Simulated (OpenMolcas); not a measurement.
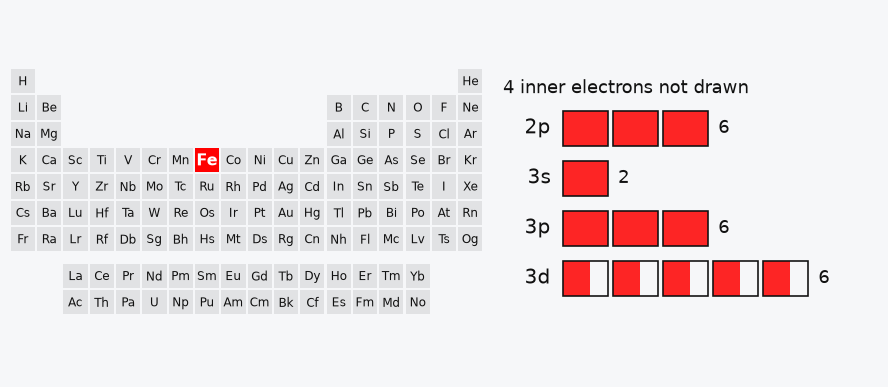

Left, the place of iron in the periodic table; right, the outer shells of the leading configuration of the lowest level: a box for each of the 2l + 1 orbitals, shaded by the share of the shell that is filled, with the electron count at the right.

**Run report: Fe²⁺ complex, multiconfigurational calculation**

- system: Fe²⁺ with 6 ligands (H2O; octahedron, 2.23 Å), with no charges around it.
- method: state-averaged SS-CASPT2, IPEA shift 0.25, imaginary shift 0.1 hartree, closed shells 3s 3p of the metal and the valence shells of the ligands correlated, active space 6 electrons in the shell 3d, basis ANO-RCC-VDZP on the metal and ANO-RCC-VDZP on the ligands, DKH2 scalar Hamiltonian, spin-orbit coupling by RASSI with atomic mean-field integrals (OpenMolcas)

## Results in brief

- outcome: converged; degenerate states are split by up to 459 cm⁻¹
- energy of the lowest spin-free term: −1729.31323 hartree
- energy of the lowest spin-orbit level: −1729.31480 hartree
- CASPT2 correlation energy: −1.6786 hartree
- largest spread among components of a term: 459.5 cm⁻¹
- lowest reference weight: 0.694
- hardware: 1 thread of Arm Neoverse V1, 24 GiB of memory available, shared host
- wall time: 10 min
- peak memory: 0.18 GiB

## Remarks

The components of ¹T1, which symmetry makes degenerate, are split by 459 cm⁻¹ in CASPT2, and those of 12 more by over 50 cm⁻¹. This is an artefact; the levels of such states rest on averages and are uncertain by about as much. Limits: small active space favours high spin, ground spin may be wrong; with a single d shell and no ligand orbitals active, the ligand field and the g values of a late 3d ion can be well off; distances are set from ionic radii, not optimised.

## The input
```
&GATEWAY
Coord
19

Fe 0.0 0.0 0.0
O 2.230000 0.000000 0.000000
H 2.806978 0.779741 0.000000
H 2.806978 -0.779741 0.000000
O 0.000000 2.230000 0.000000
H 0.000000 2.806978 0.779741
H 0.000000 2.806978 -0.779741
O -2.230000 0.000000 0.000000
H -2.806978 0.779741 0.000000
H -2.806978 -0.779741 0.000000
O 0.000000 -2.230000 0.000000
H 0.000000 -2.806978 0.779741
H 0.000000 -2.806978 -0.779741
O 0.000000 0.000000 2.230000
H 0.779741 0.000000 2.806978
H -0.779741 0.000000 2.806978
O 0.000000 0.000000 -2.230000
H 0.779741 0.000000 -2.806978
H -0.779741 0.000000 -2.806978
Basis=Fe.ANO-RCC-VDZP,H.ANO-RCC-VDZP,O.ANO-RCC-VDZP
Group=XYZ
NoMove
AngMom=0.0 0.0 0.0
AMFI
RICD
&SEWARD
&RASSCF
FileOrb=start.orb
Symmetry=1
Spin=5
nActEl=6 0 0
Inactive=18 21
Ras2=5 0
CIRoot=5 5 1
SDav=5
CIMx=300
Iter=150 100
PrWF=0.3
OrbListing=Nothing
MaxOrb=0
LevShft=1.0
>>> COPY $Project.JobIph JOB001
&RASSCF
FileOrb=start.orb
Symmetry=1
Spin=3
nActEl=6 0 0
Inactive=18 21
Ras2=5 0
CIRoot=45 45 1
SDav=45
CIMx=300
Iter=150 100
PrWF=0.3
OrbListing=Nothing
MaxOrb=0
LevShft=1.0
>>> COPY $Project.JobIph JOB002
&RASSCF
FileOrb=start.orb
Symmetry=1
Spin=1
nActEl=6 0 0
Inactive=18 21
Ras2=5 0
CIRoot=50 50 1
SDav=50
CIMx=300
Iter=150 100
PrWF=0.3
OrbListing=Nothing
MaxOrb=0
LevShft=1.0
>>> COPY $Project.JobIph JOB003
&RASSI
NrOfJobIphs=3 5 45 50
1 2 3 4 5
1 2 3 4 5 6 7 8 9 10 11 12 13 14 15 16 17 18 19 20 21 22 23 24 25 26 27
28 29 30 31 32 33 34 35 36 37 38 39 40 41 42 43 44 45
1 2 3 4 5 6 7 8 9 10 11 12 13 14 15 16 17 18 19 20 21 22 23 24 25 26 27
28 29 30 31 32 33 34 35 36 37 38 39 40 41 42 43 44 45 46 47 48 49 50
IphNames
JOB001
JOB002
JOB003
EJob
SpinOrbit
DIPRint=1.0
SOCoupling=1000.0
Subsets=2
Property=9
'ANGMOM' 1 'ANGMOM' 2 'ANGMOM' 3 'MLTPL  1' 1 'MLTPL  1' 2 'MLTPL  1' 3
'AMFI' 1 'AMFI' 2 'AMFI' 3
SOProperty=3
'ANGMOM' 1 'ANGMOM' 2 'ANGMOM' 3
>>> COPY JOB001 $Project.JobIph
&CASPT2
Multistate=5 1 2 3 4 5
NoMult
Frozen=5 6
IPEA=0.25
Imaginary=0.1
MaxIter=60
WThr=0.0 0.3 0.05
PrWF=0.5
NoMix
>>> COPY JOB002 $Project.JobIph
&CASPT2
Multistate=45 1 2 3 4 5 6 7 8 9 10 11 12 13 14 15 16 17 18 19 20 21 22
23 24 25 26 27 28 29 30 31 32 33 34 35 36 37 38 39 40 41 42 43 44 45
NoMult
Frozen=5 6
IPEA=0.25
Imaginary=0.1
MaxIter=60
WThr=0.0 0.3 0.05
PrWF=0.5
NoMix
>>> COPY JOB003 $Project.JobIph
&CASPT2
Multistate=50 1 2 3 4 5 6 7 8 9 10 11 12 13 14 15 16 17 18 19 20 21 22
23 24 25 26 27 28 29 30 31 32 33 34 35 36 37 38 39 40 41 42 43 44 45 46
47 48 49 50
NoMult
Frozen=5 6
IPEA=0.25
Imaginary=0.1
MaxIter=60
WThr=0.0 0.3 0.05
PrWF=0.5
NoMix
```

The file start.orb holds starting orbitals from an earlier step. A driver script formed the levels outside the program, from RASSI's spin-orbit matrix and the CASPT2 energies (for multi-state variants, the effective Hamiltonian), averaged over the components of each term or state. The log and the time are those of the CASPT2 step.

Launched with:
```bash
OMP_NUM_THREADS=1 MOLCAS_MEM=2457 MOLCAS_PROJECT=a pymolcas a.inp > a.log  # once for each step of the input, in one work folder
```

## Output (extracts)
```
--- CASPT2 ---
Orbital specifications:
      -----------------------

      Symmetry species                           1   2
                                                ag  au
      Frozen orbitals                            5   6
      Inactive orbitals                         13  15
      Active orbitals                            5   0
      Secondary orbitals                        64  70
      Deleted orbitals                           0   0
      Number of basis functions                 87  91
Type of calculation                        SS-CASPT2
      Fock operator                              state-specific
      IPEA shift                                 0.25
      Real shift                                 0.00
      Imaginary shift                            0.10
      The input orbitals will be transformed to quasi-canonical
Reference energy:       -1727.6346504234
      E2 (Non-variational):      -1.6773172155
      Shift correction:          -0.0012639235
      E2 (Variational):          -1.6785811390
      Total energy:           -1729.3132315624
      Residual norm:              0.0000006986
      Reference weight:           0.70531
      Contributions to the CASPT2 correlation energy
      Active & Virtual Only:         -0.1162373013
      One Inactive Excited:          -0.2029123412
      Two Inactive Excited:          -1.3581675730
Reference energy:       -1727.6346504233
      E2 (Non-variational):      -1.6774452612
      Shift correction:          -0.0012644277
      E2 (Variational):          -1.6787096888
      Total energy:           -1729.3133601122
      Residual norm:              0.0000007205
      Reference weight:           0.70527
      Contributions to the CASPT2 correlation energy
      Active & Virtual Only:         -0.1163158342
      One Inactive Excited:          -0.2029481659
      Two Inactive Excited:          -1.3581812610
::    CASPT2 Root  1     Total energy:  -1729.31323156
::    CASPT2 Root  2     Total energy:  -1729.31336011
::    CASPT2 Root  3     Total energy:  -1729.31309212
::    CASPT2 Root  4     Total energy:  -1729.28318270
::    CASPT2 Root  5     Total energy:  -1729.28317891
--- CASPT2 ---
Orbital specifications:
      -----------------------

      Symmetry species                           1   2
                                                ag  au
      Frozen orbitals                            5   6
      Inactive orbitals                         13  15
      Active orbitals                            5   0
      Secondary orbitals                        64  70
      Deleted orbitals                           0   0
      Number of basis functions                 87  91
Type of calculation                        SS-CASPT2
      Fock operator                              state-specific
      IPEA shift                                 0.25
      Real shift                                 0.00
      Imaginary shift                            0.10
      The input orbitals will be transformed to quasi-canonical
Reference energy:       -1727.5482787448
      E2 (Non-variational):      -1.6857618917
      Shift correction:          -0.0012580073
      E2 (Variational):          -1.6870198991
      Total energy:           -1729.2352986439
      Residual norm:              0.0000001076
      Reference weight:           0.70478
      Contributions to the CASPT2 correlation energy
      Active & Virtual Only:         -0.1177129652
      One Inactive Excited:          -0.2069207349
      Two Inactive Excited:          -1.3611281916
Reference energy:       -1727.5482787448
      E2 (Non-variational):      -1.6861519677
      Shift correction:          -0.0012596305
      E2 (Variational):          -1.6874115982
      Total energy:           -1729.2356903430
      Residual norm:              0.0000001202
      Reference weight:           0.70468
      Contributions to the CASPT2 correlation energy
      Active & Virtual Only:         -0.1178869932
      One Inactive Excited:          -0.2070829785
      Two Inactive Excited:          -1.3611819961
::    CASPT2 Root  1     Total energy:  -1729.23529864
::    CASPT2 Root  2     Total energy:  -1729.23569034
::    CASPT2 Root  3     Total energy:  -1729.23566022
::    CASPT2 Root  4     Total energy:  -1729.22651484
::    CASPT2 Root  5     Total energy:  -1729.22754796
::    CASPT2 Root  6     Total energy:  -1729.22675385
::    CASPT2 Root  7     Total energy:  -1729.21697611
::    CASPT2 Root  8     Total energy:  -1729.21781357
::    CASPT2 Root  9     Total energy:  -1729.21763928
::    CASPT2 Root 10     Total energy:  -1729.20686857
::    CASPT2 Root 11     Total energy:  -1729.20685111
::    CASPT2 Root 12     Total energy:  -1729.20946923
::    CASPT2 Root 13     Total energy:  -1729.20946016
::    CASPT2 Root 14     Total energy:  -1729.20944441
::    CASPT2 Root 15     Total energy:  -1729.21046412
::    CASPT2 Root 16     Total energy:  -1729.21046018
::    CASPT2 Root 17     Total energy:  -1729.21046340
::    CASPT2 Root 18     Total energy:  -1729.19677534
::    CASPT2 Root 19     Total energy:  -1729.19476599
::    CASPT2 Root 20     Total energy:  -1729.19460614
::    CASPT2 Root 21     Total energy:  -1729.19474361
::    CASPT2 Root 22     Total energy:  -1729.18754291
::    CASPT2 Root 23     Total energy:  -1729.18752432
::    CASPT2 Root 24     Total energy:  -1729.18752734
::    CASPT2 Root 25     Total energy:  -1729.18338920
::    CASPT2 Root 26     Total energy:  -1729.18351181
::    CASPT2 Root 27     Total energy:  -1729.17301606
::    CASPT2 Root 28     Total energy:  -1729.16073121
::    CASPT2 Root 29     Total energy:  -1729.16073196
::    CASPT2 Root 30     Total energy:  -1729.16072621
--- CASPT2 ---
Orbital specifications:
      -----------------------

      Symmetry species                           1   2
                                                ag  au
      Frozen orbitals                            5   6
      Inactive orbitals                         13  15
      Active orbitals                            5   0
      Secondary orbitals                        64  70
      Deleted orbitals                           0   0
      Number of basis functions                 87  91
Type of calculation                        SS-CASPT2
      Fock operator                              state-specific
      IPEA shift                                 0.25
      Real shift                                 0.00
      Imaginary shift                            0.10
      The input orbitals will be transformed to quasi-canonical
Reference energy:       -1727.5190094024
      E2 (Non-variational):      -1.6869050782
      Shift correction:          -0.0012519097
      E2 (Variational):          -1.6881569879
      Total energy:           -1729.2071663904
      Residual norm:              0.0000002180
      Reference weight:           0.70491
      Contributions to the CASPT2 correlation energy
      Active & Virtual Only:         -0.1176221084
      One Inactive Excited:          -0.2042243429
      Two Inactive Excited:          -1.3650586269
Reference energy:       -1727.5024895744
      E2 (Non-variational):      -1.6886690114
      Shift correction:          -0.0012602316
      E2 (Variational):          -1.6899292431
      Total energy:           -1729.1924188175
      Residual norm:              0.0000007716
      Reference weight:           0.70435
      Contributions to the CASPT2 correlation energy
      Active & Virtual Only:         -0.1171346488
      One Inactive Excited:          -0.2125901286
      Two Inactive Excited:          -1.3589442341
::    CASPT2 Root  1     Total energy:  -1729.20716639
::    CASPT2 Root  2     Total energy:  -1729.19241882
::    CASPT2 Root  3     Total energy:  -1729.19451225
::    CASPT2 Root  4     Total energy:  -1729.19380420
::    CASPT2 Root  5     Total energy:  -1729.17831044
::    CASPT2 Root  6     Total energy:  -1729.17817416
::    CASPT2 Root  7     Total energy:  -1729.17827933
::    CASPT2 Root  8     Total energy:  -1729.17048176
::    CASPT2 Root  9     Total energy:  -1729.17127653
::    CASPT2 Root 10     Total energy:  -1729.17066598
::    CASPT2 Root 11     Total energy:  -1729.15959061
::    CASPT2 Root 12     Total energy:  -1729.16165915
::    CASPT2 Root 13     Total energy:  -1729.16163489
::    CASPT2 Root 14     Total energy:  -1729.15697855
::    CASPT2 Root 15     Total energy:  -1729.16064776
::    CASPT2 Root 16     Total energy:  -1729.16043290
::    CASPT2 Root 17     Total energy:  -1729.16100193
::    CASPT2 Root 18     Total energy:  -1729.14339858
::    CASPT2 Root 19     Total energy:  -1729.14346391
::    CASPT2 Root 20     Total energy:  -1729.14022656
::    CASPT2 Root 21     Total energy:  -1729.14025357
::    CASPT2 Root 22     Total energy:  -1729.14054303
::    CASPT2 Root 23     Total energy:  -1729.14970179
::    CASPT2 Root 24     Total energy:  -1729.15011470
::    CASPT2 Root 25     Total energy:  -1729.15002257
::    CASPT2 Root 26     Total energy:  -1729.13081817
::    CASPT2 Root 27     Total energy:  -1729.12129521
::    CASPT2 Root 28     Total energy:  -1729.12140191
::    CASPT2 Root 29     Total energy:  -1729.11172999
::    CASPT2 Root 30     Total energy:  -1729.10065363
```

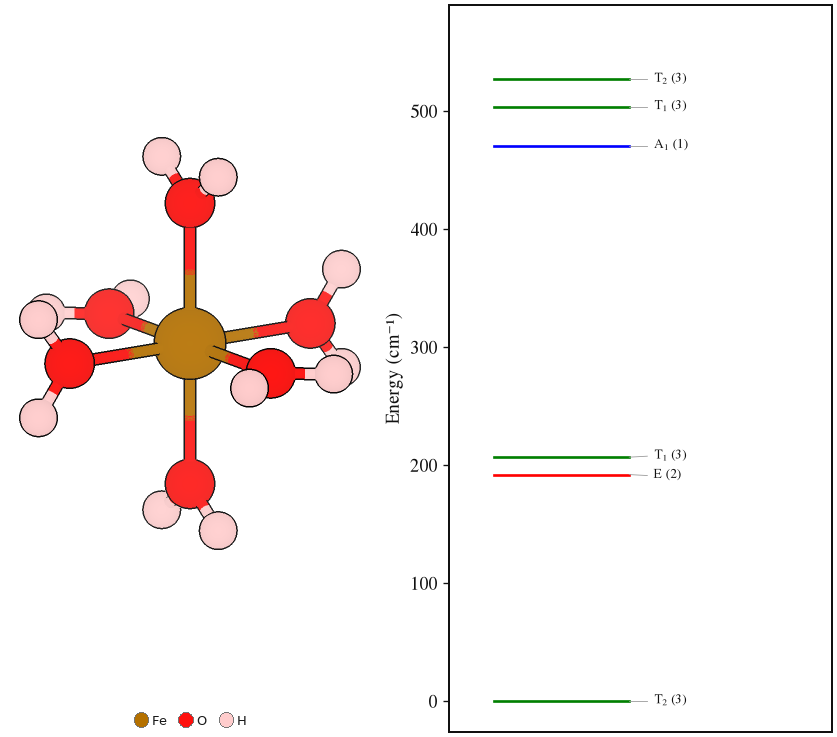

Fe²⁺ (3d⁶) with 6 ligands, H₂O, at 2.23 Å (arrangement: octahedron, Th), and its levels. Labels give the representation in O, Td, D4 or D3 as the site allows (double group for half-integer spin) where it could be assigned and, in brackets, the degeneracy; spin-free states, where drawn, share the zero of the spin-orbit levels. The ground level is T₂, 3-fold degenerate, 100 % from states of spin multiplicity 5. The next level lies at 192 cm⁻¹ (E).
